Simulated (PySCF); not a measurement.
## Excited-state calculation of Si₂H₅O₂

The run: excited-state calculation of Si₂H₅O₂, multiplicity 2, SMILES O[Si](O)[SiH3]. Method and program: CIS/cc-pVDZ, UHF (PySCF 2.14.0).

The geometry comes from this level: PBE0-D4/def2-TZVP.

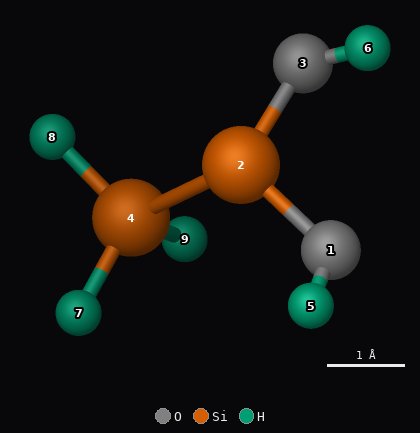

The structure as given in the input (ball-and-stick view, seen at a tilt; atoms are numbered from 1 in the order of the input). Bond lengths as drawn: H–O 0.96 Å, H–Si 1.49 Å, O–Si 1.65 to 1.66 Å and Si–Si 2.36 Å.

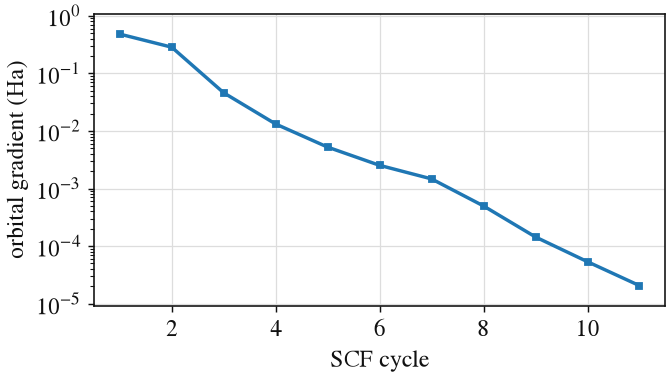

Convergence of the self-consistent field: orbital gradient against the SCF cycle. The residual falls at every step.

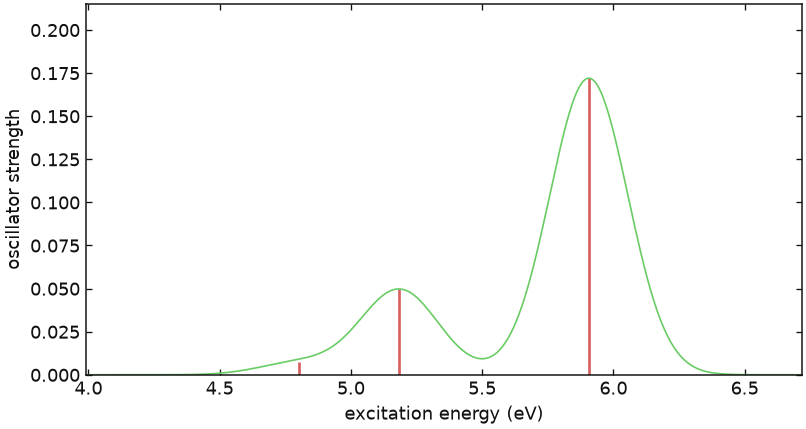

Computed excitations as sticks (degenerate states added up, dark ones marked on the axis), with a Gaussian envelope of 0.35 eV full width at half maximum, scaled to the tallest. Of the 3 states the lowest lies at 4.80 eV (f = 0.007); the strongest line is at 5.91 eV, or 210 nm (f = 0.172).

These pictures come from the run below.

**Input (run.py)**
```python
from pyscf import gto, tdscf

mol = gto.M(
    atom='''
O     -2.120462     3.065892    -0.505313
Si     0.045542     1.005712    -1.447152
O      2.783945     2.407133    -0.993618
Si     0.121509    -2.752386     0.967729
H     -3.817814     2.786023    -1.075443
H      2.846305     4.199538    -1.268006
H     -2.397307    -3.974661     0.685215
H      2.070384    -4.469202    -0.103746
H      0.635137    -2.355544     3.708021
''',
    basis='cc-pvdz',
    unit='bohr',
    max_memory=1860,
    charge=0,
    spin=1,
    verbose=4,
)

mf = mol.UHF()
mf.conv_tol = 1e-08
mf.kernel()

e_final = mf.e_tot
print('Final energy', e_final)

td = mf.TDA()
td.nstates = 3
td.kernel()
td.analyze()
roots = td.e * 27.211386
osc = td.oscillator_strength()
print('state   eV      nm      f')
for i, (w, f) in enumerate(zip(roots, osc), 1):
    print('%3d %9.4f %8.1f %9.5f' % (i, w, 1239.842 / w, f))
```

Run as:
```bash
OMP_NUM_THREADS=1 python run.py
```

**Output**
```
PySCF version 2.14.0

[INPUT] num. atoms = 9
[INPUT] num. electrons = 49
[INPUT] charge = 0
[INPUT] spin (= nelec alpha-beta = 2S) = 1
[INPUT] symmetry False subgroup None
[INPUT] Mole.unit = bohr
[INPUT] Symbol           X                Y                Z      unit          X                Y                Z       unit  Magmom
[INPUT]  1 O     -1.122100167022   1.622400177542  -0.267400123982 AA   -2.120462000000   3.065892000000  -0.505313000000 Bohr   0.0
[INPUT]  2 Si     0.024099788540   0.532199871149  -0.765799859137 AA    0.045542000000   1.005712000000  -1.447152000000 Bohr   0.0
[INPUT]  3 O      1.473200250455   1.273799927253  -0.525800001960 AA    2.783945000000   2.407133000000  -0.993618000000 Bohr   0.0
[INPUT]  4 Si     0.064299793722  -1.456499946855   0.512100133146 AA    0.121509000000  -2.752386000000   0.967729000000 Bohr   0.0
[INPUT]  5 H     -2.020300164331   1.474299880699  -0.569099927243 AA   -3.817814000000   2.786023000000  -1.075443000000 Bohr   0.0
[INPUT]  6 H      1.506199741328   2.222299805993  -0.670999878510 AA    2.846305000000   4.199538000000  -1.268006000000 Bohr   0.0
[INPUT]  7 H     -1.268600231979  -2.103300022332   0.362600162581 AA   -2.397307000000  -3.974661000000   0.685215000000 Bohr   0.0
[INPUT]  8 H      1.095600030653  -2.364999849398  -0.054900018924 AA    2.070384000000  -4.469202000000  -0.103746000000 Bohr   0.0
[INPUT]  9 H      0.336100026212  -1.246500204119   1.962200210813 AA    0.635137000000  -2.355544000000   3.708021000000 Bohr   0.0

nuclear repulsion = 215.934767933042
number of shells = 35
number of NR pGTOs = 169
number of NR cGTOs = 89
basis = cc-pvdz
ecp = {}

******** <class 'pyscf.scf.uhf.UHF'> ********
method = UHF
initial guess = minao
damping factor = 0
level_shift factor = 0
DIIS = <class 'pyscf.scf.diis.CDIIS'>
diis_start_cycle = 1
diis_space = 8
diis_damp = 0
SCF conv_tol = 1e-08
SCF conv_tol_grad = None
SCF max_cycles = 50
direct_scf = True
direct_scf_tol = 1e-13
number electrons alpha = 25  beta = 24
Set gradient conv threshold to 0.0001
init E= -730.569640560705
  alpha nocc = 25  HOMO = -0.0984936908754657  LUMO = 0.0632419526461572
  beta  nocc = 24  HOMO = -0.353709579067036  LUMO = -0.0984936908754657

WARN: HOMO -0.0984936908754657 >= LUMO -0.0984936908754657

cycle= 1 E= -730.421634665945  delta_E= 0.148  |g|= 0.481  |ddm|= 1.84
  alpha nocc = 25  HOMO = -0.276637556298849  LUMO = 0.125771664303374
  beta  nocc = 24  HOMO = -0.400455563254583  LUMO = 0.0276798775624538
  HOMO = -0.276637556299  LUMO = 0.0276798775625  gap/eV = 8.28090
cycle= 2 E= -730.506629535273  delta_E= -0.085  |g|= 0.285  |ddm|= 0.528
  alpha nocc = 25  HOMO = -0.284996119657938  LUMO = 0.135636237104739
  beta  nocc = 24  HOMO = -0.413310792601025  LUMO = 0.0468444248484219
  HOMO = -0.284996119658  LUMO = 0.0468444248484  gap/eV = 9.02984
cycle= 3 E= -730.539559030445  delta_E= -0.0329  |g|= 0.046  |ddm|= 0.204
  alpha nocc = 25  HOMO = -0.291164217120523  LUMO = 0.143609600506178
  beta  nocc = 24  HOMO = -0.410175889179645  LUMO = 0.06384394050355
  HOMO = -0.291164217121  LUMO = 0.0638439405036  gap/eV = 9.66026
cycle= 4 E= -730.542423587344  delta_E= -0.00286  |g|= 0.0132  |ddm|= 0.101
  alpha nocc = 25  HOMO = -0.296982168949408  LUMO = 0.142464385910709
  beta  nocc = 24  HOMO = -0.413916592834062  LUMO = 0.0659993588585319
  HOMO = -0.296982168949  LUMO = 0.0659993588585  gap/eV = 9.87723
cycle= 5 E= -730.542847362766  delta_E= -0.000424  |g|= 0.00524  |ddm|= 0.0456
  alpha nocc = 25  HOMO = -0.298056204493874  LUMO = 0.142774316284603
  beta  nocc = 24  HOMO = -0.413883217858143  LUMO = 0.0672456311447815
  HOMO = -0.298056204494  LUMO = 0.0672456311448  gap/eV = 9.94037
cycle= 6 E= -730.542935044201  delta_E= -8.77e-05  |g|= 0.00253  |ddm|= 0.0207
  alpha nocc = 25  HOMO = -0.298342970923518  LUMO = 0.14276115800382
  beta  nocc = 24  HOMO = -0.414040633896567  LUMO = 0.0674429295554284
  HOMO = -0.298342970924  LUMO = 0.0674429295554  gap/eV = 9.95354
cycle= 7 E= -730.542951563589  delta_E= -1.65e-05  |g|= 0.00147  |ddm|= 0.00728
  alpha nocc = 25  HOMO = -0.298424829819568  LUMO = 0.14279086604643
  beta  nocc = 24  HOMO = -0.41404327143362  LUMO = 0.0674948821191306
  HOMO = -0.29842482982  LUMO = 0.0674948821191  gap/eV = 9.95718
cycle= 8 E= -730.542958302915  delta_E= -6.74e-06  |g|= 0.000498  |ddm|= 0.00589
  alpha nocc = 25  HOMO = -0.298298840031026  LUMO = 0.14283073822886
  beta  nocc = 24  HOMO = -0.413907197183089  LUMO = 0.0674791520195952
  HOMO = -0.298298840031  LUMO = 0.0674791520196  gap/eV = 9.95333
cycle= 9 E= -730.542959149889  delta_E= -8.47e-07  |g|= 0.000144  |ddm|= 0.0022
  alpha nocc = 25  HOMO = -0.298314261583988  LUMO = 0.142810539661304
  beta  nocc = 24  HOMO = -0.413914699579322  LUMO = 0.0674547738086066
  HOMO = -0.298314261584  LUMO = 0.0674547738086  gap/eV = 9.95308
cycle= 10 E= -730.542959208444  delta_E= -5.86e-08  |g|= 5.36e-05  |ddm|= 0.000521
  alpha nocc = 25  HOMO = -0.298305950113647  LUMO = 0.142814341718463
  beta  nocc = 24  HOMO = -0.413896751726518  LUMO = 0.0674619225688993
  HOMO = -0.298305950114  LUMO = 0.0674619225689  gap/eV = 9.95305
cycle= 11 E= -730.542959215895  delta_E= -7.45e-09  |g|= 2.06e-05  |ddm|= 0.000177
  alpha nocc = 25  HOMO = -0.298308399636092  LUMO = 0.142813222922988
  beta  nocc = 24  HOMO = -0.41389836447251  LUMO = 0.067460591969315
  HOMO = -0.298308399636  LUMO = 0.0674605919693  gap/eV = 9.95308
Extra cycle  E= -730.542959216637  delta_E= -7.42e-10  |g|= 1.31e-05  |ddm|= 3.59e-05
converged SCF energy = -730.542959216637  <S^2> = 0.76022622  2S+1 = 2.0102002
Final energy -730.5429592166366

******** <class 'pyscf.tdscf.uhf.TDA'> for <class 'pyscf.scf.uhf.UHF'> ********
nstates = 3
deg_eia_thresh = 1.000e-03
wfnsym = None
conv_tol = 1e-05
eigh lindep = 1e-12
eigh level_shift = 0
eigh max_cycle = 100

Excitation energies (eV)
[4.80238202 5.18416509 5.90630923]

** Excitation energies and oscillator strengths **
      25a ->   26a      0.78302
      25a ->   27a      0.52499
      25a ->   30a     -0.14594
      25a ->   32a     -0.21211
      25a ->   26a     -0.49794
      25a ->   27a      0.73636
      25a ->   29a     -0.13473
      25a ->   33a     -0.16436
      24b ->   25b     -0.33940
      25a ->   26a      0.17890
      25a ->   27a     -0.28914
      24b ->   25b     -0.87585

** Transition electric dipole moments (AU) **
state          X           Y           Z        Dip. S.      Osc.
  1        -0.2379     -0.0521      0.0456      0.0614      0.0072
  2         0.0032     -0.4831      0.3954      0.3897      0.0495
  3        -0.0811      0.6561     -0.8669      1.1887      0.1720

** Transition velocity dipole moments (imaginary part, AU) **
state          X           Y           Z        Dip. S.      Osc.
  1        -0.0377     -0.0066      0.0040      0.0015      0.0056
  2         0.0035     -0.0726      0.0088      0.0054      0.0188
  3        -0.0076      0.1613     -0.0871      0.0337      0.1035

** Transition magnetic dipole moments (imaginary part, AU) **
state          X           Y           Z
  1        -0.0354     -0.9487     -0.0537
  2         0.7631     -0.0572     -0.0833
  3        -0.8853      0.0851      0.1408
state   eV      nm      f
  1    4.8024    258.2   0.00722
  2    5.1842    239.2   0.04950
  3    5.9063    209.9   0.17200
```

**Key numbers**

| quantity | value |
| --- | --- |
| outcome | converged |
| total energy | −730.542959 hartree |
| basis functions | 89 |
| ⟨S²⟩ | 0.760 |
| lowest excitation | 4.80 eV |
| hardware | 1 thread of Arm Neoverse V2, 24 GiB of memory available, shared host |
| wall time | 18 s |
| peak memory | 0.25 GiB |

**Remarks**

The record of the run, not the program, notes: logged alpha LUMO and gap are faulty.
